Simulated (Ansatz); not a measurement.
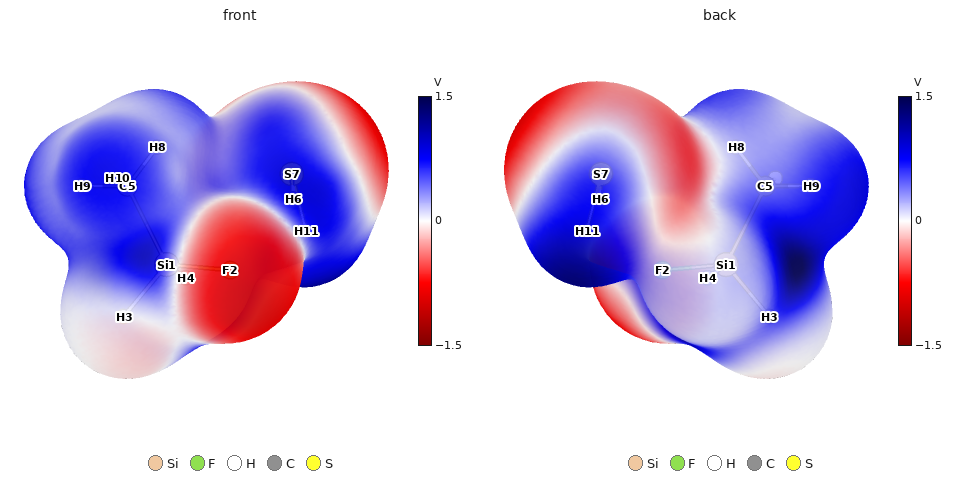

*CH$_{5}$FSi···H$_{2}$S. The molecular electrostatic potential painted on the density surface at 0.002 e/bohr³, seen from the front and from behind; the colour scale runs from red (negative) to blue (positive).*

All numbers below come from Ansatz, RKS revPBE-D4/def2-SVP.

Input file:

```
crystal:
  periodic: [false, false, false]
  atoms:
    - { symbol: Si, position_ang: [-0.5072, 0.1128, -0.4502] }
    - { symbol: F, position_ang: [1.4812, 0.2895, -0.6411] }
    - { symbol: H, position_ang: [-0.4236, 0.4915, -1.8518] }
    - { symbol: H, position_ang: [-1.913, 0.3928, -0.0843] }
    - { symbol: C, position_ang: [-0.1576, -1.5807, 0.3139] }
    - { symbol: H, position_ang: [1.5119, 1.1596, 0.1861] }
    - { symbol: S, position_ang: [0.2002, 2.0185, 1.0459] }
    - { symbol: H, position_ang: [0.0742, -1.5069, 1.3726] }
    - { symbol: H, position_ang: [-1.03, -2.2158, 0.2111] }
    - { symbol: H, position_ang: [0.677, -2.0724, -0.1742] }
    - { symbol: H, position_ang: [0.0869, 2.911, 0.0719] }
basis:
  gaussian: { orbitals: def2-SVP }
hamiltonian:
  xc: revpbe
  dispersion: d4
relax:
  f_tol: 0.15
  max_steps: 25
  restrain:
    - { distance: [0, 6], at: 3.46, k: 30.0 }
    - { distance: [5, 1], at: 2.18, k: 30.0 }
    - { distance: [0, 1], at: 1.68, k: 30.0 }
    - { distance: [5, 6], at: 1.36, k: 30.0 }
output:
  orbitals: {}
```

Launched as:

```sh
ansatz run input.yaml --threads 2 --pin off --max-ram 3072MiB --backend cpu --events-out ev --progress --plain --runs-dir out
```

The fields are those of the run's last geometry, not of the input's.

Where is the surface potential most negative and most positive?

The most negative region (about −0.9 V, or −21 kcal/mol for a unit charge) lies over F2, the most positive (about +1.4 V, or +32 kcal/mol for a unit charge) over Si1.
